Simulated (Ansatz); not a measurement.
Base system: WSi$_{2}$ (space group I4/mmm, No. 139; a = 3.2024 Å, c = 7.8177 Å; relaxed with 0.1 eV smearing).

Structures relaxed with PBEsol (Ansatz, an electronic-structure program), no spin-orbit coupling.

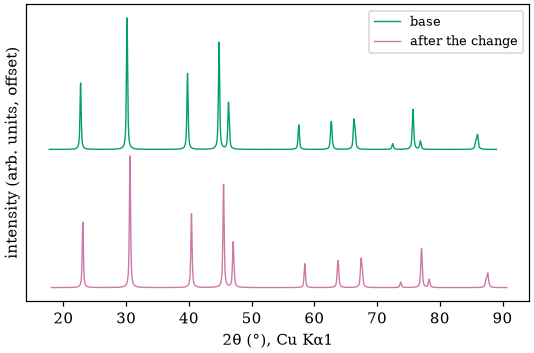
Fig. 1. Simulated powder patterns before (top) and after one change

Question: Which of these changes matches the shifts?
A. isotropic strain −1.00 %
B. isotropic strain +3.00 %
C. isotropic strain −1.50 %
D. isotropic strain −2.00 %

Answer: C, isotropic strain −1.50 %. Its volume per atom is 12.77 Å³ against 13.36 Å³, and its space group is I4/mmm (No. 139).

Whether these cells are dynamically stable was not tested. The final runs are not spin-polarised.
